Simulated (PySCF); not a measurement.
Input file:

```
{"job": {"kind": "uv", "xc": "PBE0", "basis": "def2-SVPD", "dynamic": true, "nstates": 6, "ntriplets": 0}, "charge": 0, "multiplicity": 1}
P      3.816603     1.285038     0.658780
B      2.407678     0.107226     1.168025
N      1.056990     0.239844     0.725711
C      0.000184    -0.547114     1.176720
C     -1.146975    -0.154032     0.552020
C     -0.800765     0.927596    -0.327037
C      0.540835     1.141511    -0.198148
H      3.582360     1.386519    -0.742138
H      4.848122     0.309532     0.584512
H      2.626558    -0.729312     2.009750
H      0.179787    -1.324968     1.915051
H     -2.136025    -0.584087     0.697264
H     -1.476611     1.480778    -0.976689
H      1.185841     1.869309    -0.684411
```

Command:

```sh
OMP_NUM_THREADS=1 python probes_run.py task.json out
```

Geometry: PBE0-D3(BJ)/def2-SVP.

The calculation used PBE0/def2-SVPD, SCF density, gas phase (PySCF).

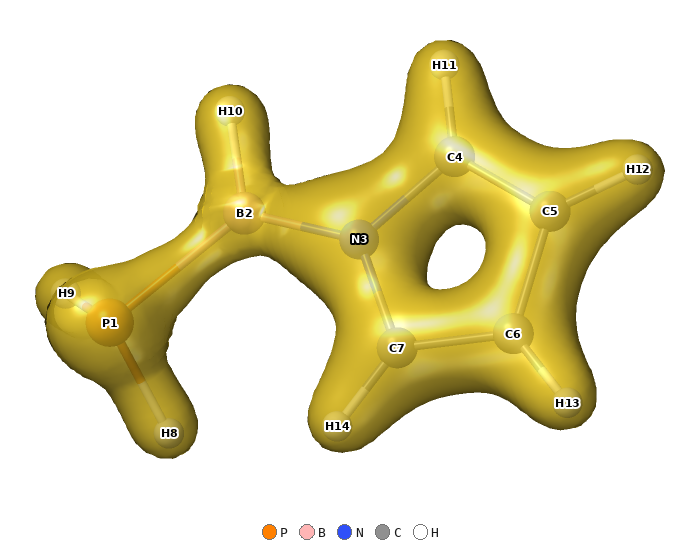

C$_{4}$H$_{7}$BNP. Isosurface of the total electron density at 0.8 e/Å³ (yellow), seen at a tilt.

Q: Which contacts does the surface bridge?

A: At this value the surface is in one piece. It bridges the sampled C–C (1.36 Å), C–N (1.39 Å), B–N (1.43 Å) and B–P (1.91 Å) contacts, where the density stays above the isovalue. On the grid the lowest density along these lines, outside the cores, is 2.2 e/Å³ (C–C, 1.36 Å), 2 e/Å³ (C–N, 1.39 Å), 1.4 e/Å³ (B–N, 1.43 Å) and 0.98 e/Å³ (B–P, 1.91 Å).
